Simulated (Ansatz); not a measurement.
# CH₈BN (SMILES [BH3-][NH2+]C): what the fields show

Input

```
crystal:
  periodic: [false, false, false]
  atoms:
    - {symbol: C, position_ang: [0.055475, -1.416513, 3.574282]}
    - {symbol: B, position_ang: [-1.302944, -0.193599, 1.685286]}
    - {symbol: N, position_ang: [-0.632667, -0.171075, 3.183799]}
    - {symbol: H, position_ang: [-0.371104, -0.392234, 0.915947]}
    - {symbol: H, position_ang: [-2.115848, -1.109225, 1.707107]}
    - {symbol: H, position_ang: [-1.818093, 0.908434, 1.547964]}
    - {symbol: H, position_ang: [0.018321, 0.617080, 3.223100]}
    - {symbol: H, position_ang: [-1.374050, 0.045708, 3.854526]}
    - {symbol: H, position_ang: [-0.668212, -2.240533, 3.530210]}
    - {symbol: H, position_ang: [0.486670, -1.348843, 4.585114]}
    - {symbol: H, position_ang: [0.847612, -1.618765, 2.841963]}
basis:
  gaussian:
    orbitals: def2-TZVPD
hamiltonian:
  xc: pbe0
output: {forces: true, orbitals: {seedname: orbitals}}
```

Command:

```sh
ansatz run input.yaml --threads 1 --pin off --max-ram 2610MiB --events-out events.jsonl --progress --plain --runs-dir runs
```

Geometry: B3LYP-D3(BJ)/def2-SVP.

The calculation used isolated molecule in a Gaussian basis; Kohn-Sham density functional theory, functional PBE0 (Ansatz).

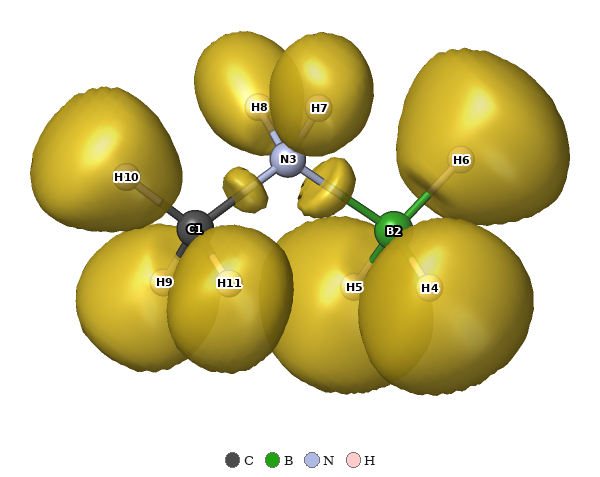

Figure 1. Isosurface of the ELF at 0.85 (yellow), seen at a tilt. Core shells and regions of very low density are left out.

Q: Describe the localisation domains.

A: At this value the surface marks out one region between bonded B–N atoms (shared pairs), one region between bonded C–N atoms (shared pairs) and eight regions around hydrogen nuclei. Profiles from the grid: C–N (1.48 Å): the ELF peaks at about 0.95 between the atoms; a shared electron pair. B–N (1.64 Å): the ELF peaks at about 0.95 between the atoms (a polar covalent bond).

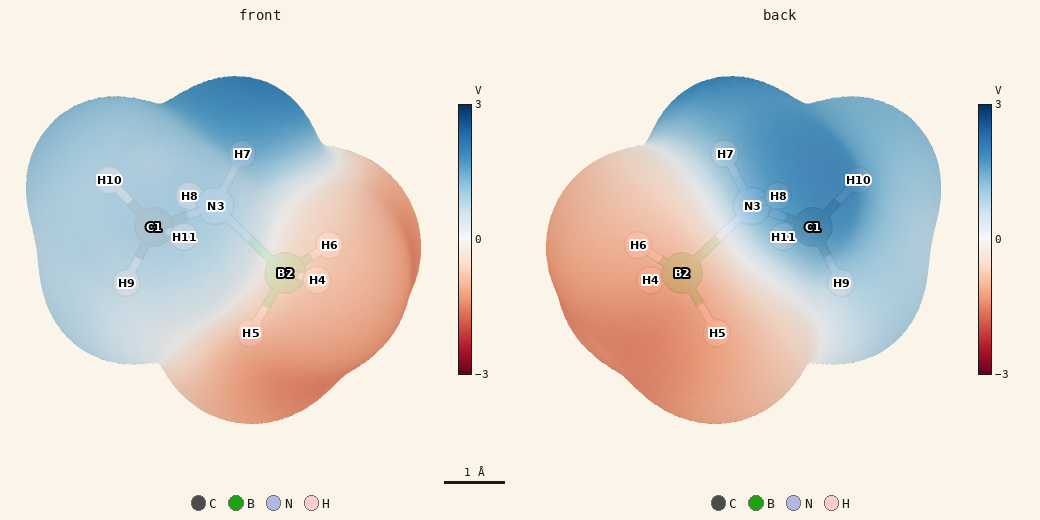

Figure 2. The electrostatic potential painted on the density surface at 0.001 e/bohr³, seen from the front and from behind; red is negative and blue positive.

Q: Which sites attract a positive test charge, and which a negative one?

A: A positive charge is drawn to the negative regions and a negative charge to the positive ones. The most negative region (about −1.5 V) lies over H5, the most positive (about +2.0 V) over H7 and H8.

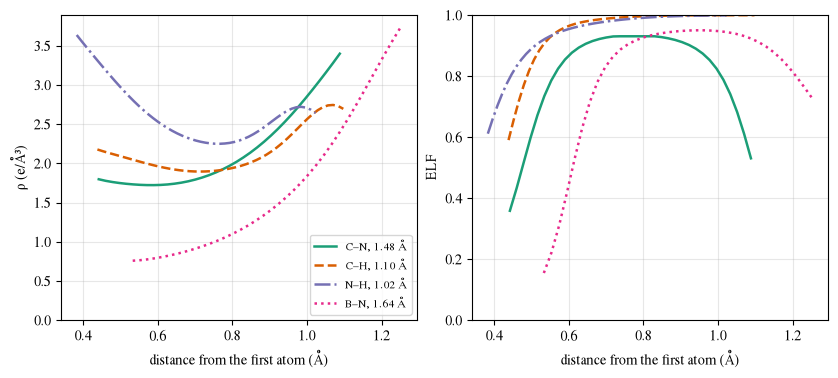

Figure 3. Electron density and ELF along straight lines between neighbouring atoms. The curves leave out the atomic cores.

Q: What can be read from the curves?

A: C–N (1.48 Å): ρ is about 1.8 e/Å³ halfway; the ELF peaks at about 0.95 between the atoms; a shared electron pair.
C–H (1.10 Å): the density is about 2 e/Å³ at the midpoint; the ELF climbs to about 1 towards the hydrogen, as it does in any bond to H; a covalent bond by its length.
N–H (1.02 Å): ρ at the midpoint is about 2.9 e/Å³; the ELF climbs to about 1 towards the hydrogen (a covalent bond by its length).
B–N (1.64 Å): ρ is about 1.1 e/Å³ halfway; the ELF peaks at about 0.95 between the atoms (a polar covalent bond).
